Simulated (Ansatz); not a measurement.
**BrF (bromine fluoride): r2SCAN/STO-3G**

Aim: the vertical ionisation energy of BrF (bromine fluoride) at r2SCAN/STO-3G, from 2 runs. 

The calculation is run with Ansatz 0.2.0.

44 further runs of the same task are left out: 6 that didn't finish, 38 set aside as unsound or not needed.

### Step 1. The structure to begin with

The species is BrF (2 atoms), meant as a singlet with charge 0. As SMILES, `FBr`. The shape is that of a PBE0-D4/def2-TZVP optimisation.

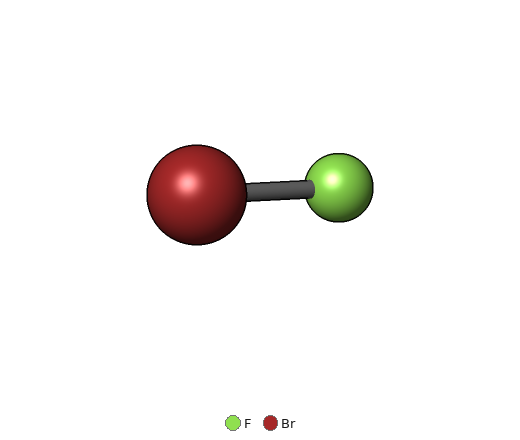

Viewed from a chosen angle; fluorine green, bromine red.

### Step 2. A single-point energy at r2SCAN/STO-3G

The input, in.yaml:

```yaml
crystal:
  periodic: [false, false, false]
  atoms:
    - {symbol: F, position_ang: [-0.000000, -0.000000, 0.023210]}
    - {symbol: Br, position_ang: [0.000000, 0.000000, 1.776730]}
basis:
  gaussian:
    orbitals: STO-3G
hamiltonian:
  xc: {name: r2SCAN}
accuracy: high
```

Run with:

```
$ ansatz run in.yaml --threads 1 --pin off --max-ram 3480MiB --events-out events.jsonl --progress --plain --runs-dir runs
```

What it wrote:

```text
Warning: RAYON_NUM_THREADS=1 ignored (pool sized by the plan → 1); use --threads N
Functional definition: r2SCAN
  name "r2SCAN"
  parameter k0 = 0.174
  parameter k1 = 0.065
  parameter a1 = 4.9479
  exchange = r2scan_x(k0 = k0, k1 = k1, a1 = a1)
  correlation = r2scan_c
296 factors; integrals over basis functions are off by at most 8.4e-9 eV
mean field evaluation 1: about -71957.4224 eV, gradient 4.5e0 eV
mean field evaluation 2: about -71957.4956 eV, gradient 1.3e0 eV
mean field evaluation 4: about -71957.5019 eV, gradient 1.8e-2 eV
mean field evaluation 8: about -71957.4758 eV, gradient 1.1e-5 eV
mean field -71957.47575688 eV, -2644.3884595365 hartree, gradient 9.4e-9 eV, S^2 0.000000; 0 other end points of the search recorded, 0 dependent functions left out
reference -71957.47575703 eV, -2644.3884595420 hartree; 22, 22 occupied and 1, 1 virtual orbitals, 296 factors
Total energy: -71957.47575703 eV, -2644.3884595420 hartree
```

It took 0.88 s on 1 thread of Intel Xeon 6975P-C (Granite Rapids), shared host; peak memory 0.14 GiB.

### Step 3. The doublet cation, same level

The input, job.yaml:

```yaml
crystal:
  periodic: [false, false, false]
  atoms:
    - {symbol: F, position_ang: [-0.000000, -0.000000, 0.023210]}
    - {symbol: Br, position_ang: [0.000000, 0.000000, 1.776730]}
basis:
  gaussian:
    orbitals: STO-3G
total_charge: 1
magnetization:
  spin_polarized: true
  initial_magnetization: 1
hamiltonian:
  xc: r2scan
accuracy: high
```

Run with:

```
$ ansatz run job.yaml --threads 1 --pin off --max-ram 3480MiB --events-out events.jsonl --progress --plain --runs-dir runs
```

What it wrote, cut to the lines that bear on the results:

```text
Warning: RAYON_NUM_THREADS=1 ignored (pool sized by the plan → 1); use --threads N
[... 7 set-up lines as earlier in the session ...]
296 factors; integrals over basis functions are off by at most 8.4e-9 eV
mean field evaluation 1: about -71943.4762 eV, gradient 2.2e1 eV
mean field evaluation 2: about -71921.7200 eV, gradient 4.2e1 eV
mean field evaluation 4: about -71948.5728 eV, gradient 2.2e0 eV
mean field evaluation 8: about -71948.5856 eV, gradient 6.0e-2 eV
mean field evaluation 16: about -71948.5856 eV, gradient 4.0e-6 eV
mean field evaluation 32: about -71948.5856 eV, gradient 9.7e-7 eV
mean field -71948.58563883 eV, -2644.0617537240 hartree, gradient 4.6e-9 eV, S^2 0.750146; 1 other end points of the search recorded, 0 dependent functions left out
reference -71948.58563907 eV, -2644.0617537329 hartree; 22, 21 occupied and 1, 2 virtual orbitals, 296 factors
Total energy: -71948.58563907 eV, -2644.0617537329 hartree
```

It took 2.6 s on 1 thread of Intel Xeon 6975P-C (Granite Rapids), shared host; peak memory 0.2 GiB.

### Step 4. Outcome

At r2SCAN/STO-3G:

| quantity | value |
| --- | --- |
| singlet BrF: total energy | -2644.38846 Eh |
| doublet cation: total energy | -2644.06175 Eh |
| doublet cation: ⟨S²⟩ | 0.750 |
| vertical ionisation energy (to the doublet cation) | 8.890 eV |

**Reading.** Removing an electron at fixed nuclei costs 8.89 eV (205 kcal/mol). In a minimal basis such a difference can be off by several eV, whatever the method.
